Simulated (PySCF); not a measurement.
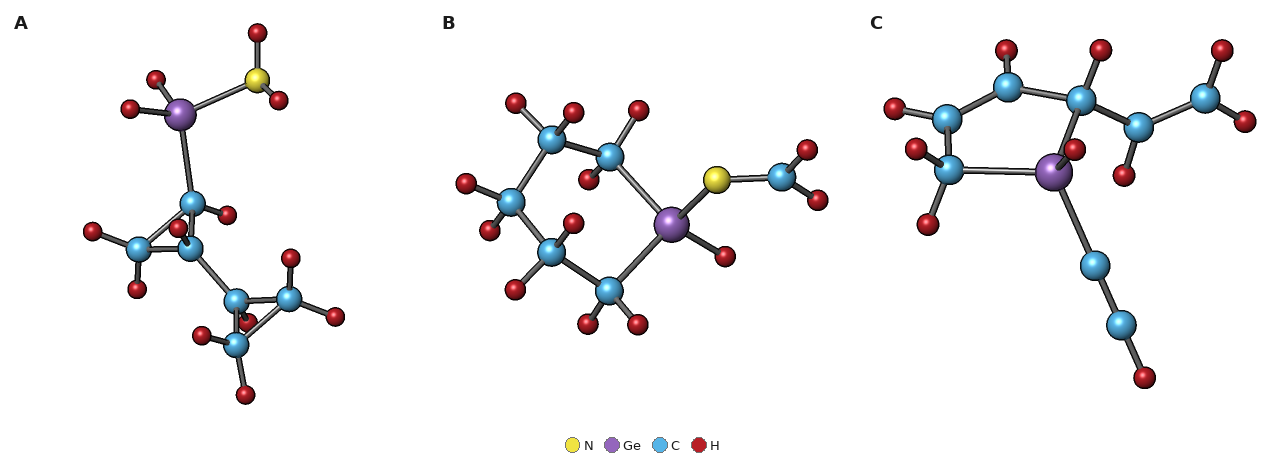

Simulated data, not a measurement (program: PySCF).

Question: Which panel belongs to which SMILES?
(1) C=[N][GeH]1[CH2]CCC[CH2]1
(2) [NH2][GeH2][C@@H]1C[C@H]1C1CC1
(3) C#[C][Ge@@H]1[CH2]C=C[C@@H]1C=C

Answer: A is (2), B is (1), C is (3).
